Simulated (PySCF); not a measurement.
**C₄HF₂N: electronic excitations and core binding energies**

Aim: predict the electronic excitations and core binding energies of C₄HF₂N (`N#CC1C(F)=C1F`).

The runs use PySCF 2.14.0, with density-fitted response routines of our own; the level of theory stands in each step. All values are computed, except where a source is named. Atoms are numbered from 0 throughout.

**1. The molecule as given**

8 atoms, charge 0, multiplicity 1; geometry from: GFN2-xTB.

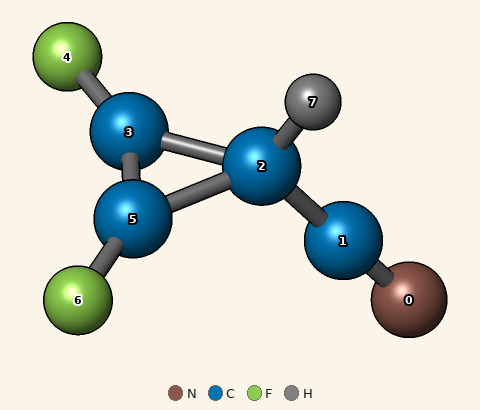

As it starts; nitrogen brown, carbon blue, fluorine green, hydrogen grey, atoms numbered.

**2. TDDFT and polarisability: B3LYP/def2-SVPD**

The job: settings as JSON, then the geometry in Å.

```
{"job": {"kind": "uv", "xc": "B3LYP", "basis": "def2-SVPD", "nstates": 8, "ntriplets": 3}, "charge": 0, "multiplicity": 1}
N      2.479997     0.282768    -0.911648
C      1.518622     0.196784    -0.298875
C      0.318672     0.090439     0.472421
C     -1.012793     0.494411    -0.143690
F     -1.737202     1.529792    -0.485995
C     -0.826049    -0.776713    -0.029788
F     -1.216998    -2.018326    -0.169040
H      0.484809     0.210257     1.542051
```

Level: TDDFT B3LYP/def2-SVPD, vertical, gas phase, core orbitals frozen in the response.

Started as:

```console
$ OMP_NUM_THREADS=1 python probes_run.py task.json out
```

This one command runs all jobs of the session in turn.

Log:

```text
coarse grid: 8200 points
cycle   1  E = -406.8839791138  dE =  1.341e+00  |g| = 6.155e-01  |ddm| = 4.327e+00
cycle   2  E = -406.6204107854  dE =  2.636e-01  |g| = 1.267e+00  |ddm| = 1.879e+00
cycle   3  E = -406.9560936626  dE = -3.357e-01  |g| = 1.859e-01  |ddm| = 1.413e+00
cycle   4  E = -406.9620683570  dE = -5.975e-03  |g| = 8.627e-02  |ddm| = 2.698e-01
cycle   5  E = -406.9635145366  dE = -1.446e-03  |g| = 1.506e-02  |ddm| = 9.676e-02
cycle   6  E = -406.9635505831  dE = -3.605e-05  |g| = 6.393e-03  |ddm| = 2.827e-02
cycle   7  E = -406.9635603295  dE = -9.746e-06  |g| = 7.346e-04  |ddm| = 1.187e-02
final grid: 84408 points
cycle   8  E = -407.0248420476  dE = -2.468e-05  |g| = 4.102e-03  |ddm| = 5.589e-02
cycle   9  E = -407.0248370673  dE =  4.980e-06  |g| = 6.740e-03  |ddm| = 1.061e-02
cycle  10  E = -407.0248449532  dE = -7.886e-06  |g| = 6.514e-04  |ddm| = 6.383e-03
cycle  11  E = -407.0248450127  dE = -5.949e-08  |g| = 3.806e-04  |ddm| = 9.881e-04
cycle  12  E = -407.0248450419  dE = -2.924e-08  |g| = 8.421e-05  |ddm| = 3.904e-04
cycle  13  E = -407.0248450434  dE = -1.530e-09  |g| = 2.219e-05  |ddm| = 1.685e-04
cycle  14  E = -407.0248450436  dE = -1.151e-10  |g| = 4.891e-06  |ddm| = 4.650e-05
converged SCF energy = -407.0248450436

Static polarisability (au): isotropic 49.001, principal 38.833 47.727 60.442

Singlet excitations
state   eV       nm        f      main configurations
  1   6.3947    193.9   0.01027   H->L 0.98
  2   6.6315    187.0   0.00925   H->L+1 0.76, H->L+2 0.21
  3   7.2623    170.7   0.00488   H-1->L 0.41, H->L+2 0.23, H-2->L+1 0.23
  4   7.4618    166.2   0.00199   H-2->L+1 0.57, H-1->L 0.34
  5   7.4964    165.4   0.04786   H->L+2 0.42, H-1->L+3 0.25, H->L+1 0.13
  6   7.5032    165.2   0.03633   H-1->L+1 0.66, H-2->L 0.20, H-2->L+3 0.12
  7   7.6381    162.3   0.00077   H->L+3 0.86, H-1->L+2 0.11
  8   7.9182    156.6   0.00778   H-1->L+2 0.58, H-2->L 0.20, H->L+3 0.11

Triplet excitations (Tamm-Dancoff, eV): 4.9479 6.0087 6.1012
```

It took 19 s on 1 thread of Intel Xeon Platinum 8259CL at 2.50GHz, shared host; peak memory 0.64 GiB.

Frontier orbitals and where they lie:

```tsv
orbital	eV	atoms
HOMO−3	-10.38	N0 78 %, C1 16 %
HOMO−2	-9.70	N0 43 %, C1 33 %, C2 7 %
HOMO−1	-9.31	N0 39 %, C1 27 %, C2 14 %
HOMO	-8.35	C3 28 %, C5 28 %, F6 12 %
LUMO	-0.78	C5 26 %, C3 26 %, C2 10 %
LUMO+1	-0.72	C3 20 %, C5 20 %, N0 19 %
LUMO+2	-0.23	C3 24 %, C5 24 %, C2 14 %
```

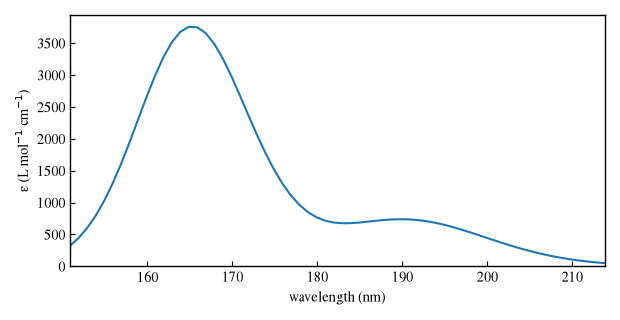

Absorption spectrum: each of the 8 states is a Gaussian band of 0.4 eV half-width at 1/e. Beyond the last state computed it falls off for lack of states.

Ground-state properties from the same run:

```tsv
property	computed
dipole moment (D)	3.33
polarisability (Å³)	7.26
HOMO–LUMO gap (eV)	7.58
−ε(HOMO) (eV)	8.35
```

**3. X-ray photoelectron lines: SCAN, X2C**

The job, as its differences from that of step 2:

```diff
@@ -1,2 +1,2 @@
-{"job": {"kind": "uv", "xc": "B3LYP", "basis": "def2-SVPD", "nstates": 8, "ntriplets": 3}, "charge": 0, "multiplicity": 1}
+{"job": {"kind": "xps"}, "charge": 0, "multiplicity": 1}
 N      2.479997     0.282768    -0.911648
```

With the program's defaults for keys left out, this is: delta-SCF UKS SCAN, pcX-2 on the ionised atom, pcseg-1 elsewhere, spin-free X2C.

Log:

```text
ground state, core basis on atom 0 (N), 134 functions
  cycle   1  E = -407.30116164  |g| = 5.80e-01
  cycle   2  E = -407.00816988  |g| = 1.29e+00
  cycle   3  E = -407.35330490  |g| = 2.67e-01
  cycle   4  E = -407.36760908  |g| = 9.34e-02
  cycle   5  E = -407.36917388  |g| = 2.75e-02
  cycle   6  E = -407.36930319  |g| = 9.05e-03
  cycle   7  E = -407.36932000  |g| = 3.68e-03
  cycle   8  E = -407.36932358  |g| = 6.85e-04
  cycle   9  E = -407.36932321  |g| = 3.14e-04
  E(ground) = -407.37105830 Eh
hole in N 1s of atom 0
  cycle   1  E = -391.76946480  |g| = 1.84e+00
  cycle   2  E = -388.94514502  |g| = 2.65e+00
  cycle   3  E = -392.07120944  |g| = 8.22e-01
  cycle   4  E = -392.38642552  |g| = 4.46e-01
  cycle   5  E = -392.42874012  |g| = 3.14e-01
  cycle   6  E = -392.46836579  |g| = 4.35e-02
  cycle   7  E = -392.46911880  |g| = 2.96e-02
  cycle   8  E = -392.46948473  |g| = 9.83e-03
  cycle   9  E = -392.46958873  |g| = 4.66e-03
  cycle  10  E = -392.46962664  |g| = 2.87e-03
  cycle  11  E = -392.46963547  |g| = 1.33e-03
  cycle  12  E = -392.46963651  |g| = 4.24e-04
  E(ion) = -392.47175397 Eh   <S^2> = 0.8073   hole on atom = 1.000   binding energy = 405.431 eV
ground state, core basis on atom 1 (C), 134 functions
  cycle   1  E = -407.35982377  |g| = 5.86e-02
  cycle   2  E = -407.35941125  |g| = 4.74e-02
  cycle   3  E = -407.35904708  |g| = 6.19e-02
  cycle   4  E = -407.35989769  |g| = 8.46e-03
  cycle   5  E = -407.35991429  |g| = 1.39e-03
  cycle   6  E = -407.35991505  |g| = 3.28e-04
  E(ground) = -407.36543138 Eh
hole in C 1s of atom 1
  cycle   1  E = -396.06939940  |g| = 1.50e+00
  cycle   2  E = -393.57433479  |g| = 2.38e+00
  cycle   3  E = -396.21365371  |g| = 8.24e-01
  cycle   4  E = -396.39797057  |g| = 7.27e-01
  cycle   5  E = -396.57738366  |g| = 2.66e-01
  cycle   6  E = -396.60283449  |g| = 1.13e-01
  cycle   7  E = -396.60832717  |g| = 3.50e-02
  cycle   8  E = -396.60883705  |g| = 1.40e-02
  cycle   9  E = -396.60896688  |g| = 6.31e-03
  cycle  10  E = -396.60903246  |g| = 3.40e-03
  cycle  11  E = -396.60907001  |g| = 2.93e-03
  cycle  12  E = -396.60907796  |g| = 1.73e-03
  cycle  13  E = -396.60908018  |g| = 4.37e-04
  E(ion) = -396.61337635 Eh   <S^2> = 0.8132   hole on atom = 1.000   binding energy = 292.578 eV
ground state, core basis on atom 2 (C), 134 functions
  cycle   1  E = -407.35803580  |g| = 6.26e-02
  cycle   2  E = -407.35698828  |g| = 7.34e-02
  cycle   3  E = -407.35746303  |g| = 5.74e-02
  cycle   4  E = -407.35819937  |g| = 9.00e-03
  cycle   5  E = -407.35821872  |g| = 1.14e-03
  cycle   6  E = -407.35821897  |g| = 3.59e-04
  E(ground) = -407.36116520 Eh
hole in C 1s of atom 2
  cycle   1  E = -396.00390732  |g| = 1.51e+00
  cycle   2  E = -394.38040019  |g| = 2.43e+00
  cycle   3  E = -396.21930744  |g| = 9.00e-01
  cycle   4  E = -396.40177410  |g| = 5.96e-01
  cycle   5  E = -396.55202684  |g| = 1.97e-01
  cycle   6  E = -396.56516291  |g| = 7.81e-02
  cycle   7  E = -396.56720699  |g| = 1.66e-02
  cycle   8  E = -396.56734168  |g| = 5.97e-03
  cycle   9  E = -396.56737347  |g| = 2.74e-03
  cycle  10  E = -396.56738319  |g| = 1.69e-03
  cycle  11  E = -396.56739003  |g| = 1.36e-03
  cycle  12  E = -396.56739135  |g| = 7.99e-04
  cycle  13  E = -396.56739149  |g| = 3.26e-04
  E(ion) = -396.57035744 Eh   <S^2> = 0.7757   hole on atom = 1.000   binding energy = 293.633 eV
ground state, core basis on atom 3 (C), 134 functions
  cycle   1  E = -407.36423711  |g| = 5.78e-02
  cycle   2  E = -407.36419957  |g| = 2.09e-02
  cycle   3  E = -407.36404770  |g| = 3.48e-02
  cycle   4  E = -407.36427151  |g| = 8.14e-03
  cycle   5  E = -407.36428535  |g| = 1.69e-03
  cycle   6  E = -407.36428551  |g| = 4.35e-04
  E(ground) = -407.36736106 Eh
hole in C 1s of atom 3
  cycle   1  E = -395.97117311  |g| = 1.52e+00
  cycle   2  E = -390.28902528  |g| = 3.34e+00
  cycle   3  E = -395.55848279  |g| = 1.47e+00
  cycle   4  E = -396.44634102  |g| = 5.00e-01
  cycle   5  E = -396.51009599  |g| = 2.63e-01
  cycle   6  E = -396.53461134  |g| = 1.40e-01
  cycle   7  E = -396.54197934  |g| = 3.80e-02
  cycle   8  E = -396.54234350  |g| = 2.69e-02
  cycle   9  E = -396.54270117  |g| = 6.99e-03
  cycle  10  E = -396.54274857  |g| = 4.98e-03
  cycle  11  E = -396.54277641  |g| = 3.06e-03
  cycle  12  E = -396.54279323  |g| = 1.22e-03
  cycle  13  E = -396.54279515  |g| = 6.15e-04
  cycle  14  E = -396.54279405  |g| = 3.51e-04
  E(ion) = -396.54662330 Eh   <S^2> = 0.8054   hole on atom = 1.000   binding energy = 294.447 eV
ground state, core basis on atom 4 (F), 134 functions
  cycle   1  E = -407.40102932  |g| = 1.21e-01
  cycle   2  E = -407.39944693  |g| = 1.05e-01
  cycle   3  E = -407.39994116  |g| = 8.64e-02
  cycle   4  E = -407.40135286  |g| = 1.82e-02
  cycle   5  E = -407.40142357  |g| = 1.46e-03
  cycle   6  E = -407.40142460  |g| = 1.34e-03
  cycle   7  E = -407.40142469  |g| = 2.99e-04
  E(ground) = -407.40654722 Eh
hole in F 1s of atom 4
  cycle   1  E = -380.96392146  |g| = 2.58e+00
  cycle   2  E = -379.39381580  |g| = 2.70e+00
  cycle   3  E = -380.81031731  |g| = 1.34e+00
  cycle   4  E = -381.65699502  |g| = 6.83e-01
  cycle   5  E = -381.79570041  |g| = 3.84e-01
  cycle   6  E = -381.84829898  |g| = 1.87e-01
  cycle   7  E = -381.86351597  |g| = 6.13e-02
  cycle   8  E = -381.86521230  |g| = 1.65e-02
  cycle   9  E = -381.86531143  |g| = 6.49e-03
  cycle  10  E = -381.86533037  |g| = 2.24e-03
  cycle  11  E = -381.86533640  |g| = 1.26e-03
  cycle  12  E = -381.86533956  |g| = 9.08e-04
  cycle  13  E = -381.86534587  |g| = 5.84e-04
  cycle  14  E = -381.86534711  |g| = 2.08e-04
  E(ion) = -381.87678768 Eh   <S^2> = 0.7609   hole on atom = 1.000   binding energy = 694.700 eV
```

Wall time 28 s (1 thread of Intel Xeon Platinum 8259CL at 2.50GHz, shared host); peak memory 0.43 GiB.

The holes in one table. −ε is the ground-state orbital energy:

```tsv
hole	stands for	environment	ΔSCF (eV)	−ε (eV)	⟨S²⟩
N1s on N0	N0	nitrile nitrogen	405.43	386.3	0.807
C1s on C1	C1	nitrile carbon	292.58	274.8	0.813
C1s on C2	C2	three-membered-ring carbon	293.63	276.6	0.776
C1s on C3	C3, C5	fully substituted alkene carbon	294.45	277.7	0.805
F1s on F4	F4, F6	vinylic fluorine	694.70	669.0	0.761
```

Each hole run stands for the others of its class of like atoms.

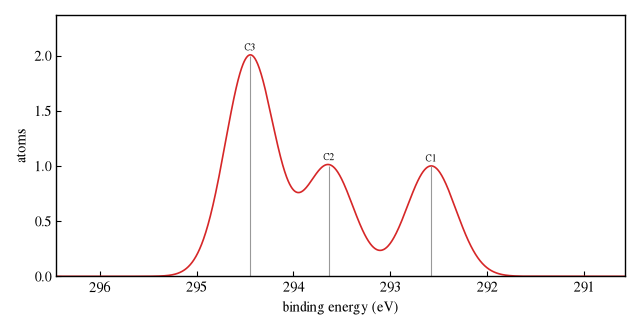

The C1s photoelectron lines, weighted by the number of atoms. Lines are broadened to a width of 0.60 eV (Gaussian).

**4. Outcome**

| quantity | value |
| --- | --- |
| lowest singlet (B3LYP/def2-SVPD) | 6.39 eV (194 nm), f = 0.010 |
| brightest single state of those computed | state 5, 7.50 eV, f = 0.048 |
| lowest triplet | 4.95 eV |
| C1s binding energies, SCAN/pcX-2 | C3 294.45, C2 293.63, C1 292.58 eV |
| N1s binding energies, SCAN/pcX-2 | N0 405.43 eV |
| F1s binding energies, SCAN/pcX-2 | F4 694.70 eV |

The lowest singlet, at 6.39 eV, is HOMO→LUMO 0.98 and is weak; of the 8 states computed, the strongest absorption comes from states 5 to 6 together at 7.50 eV. The lowest triplet lies 1.45 eV below the lowest singlet (triplets in Tamm-Dancoff, singlets in full TDDFT). The C1s levels kept as sound span 1.87 eV, from C1 (nitrile carbon) up to C3 (fully substituted alkene carbon).
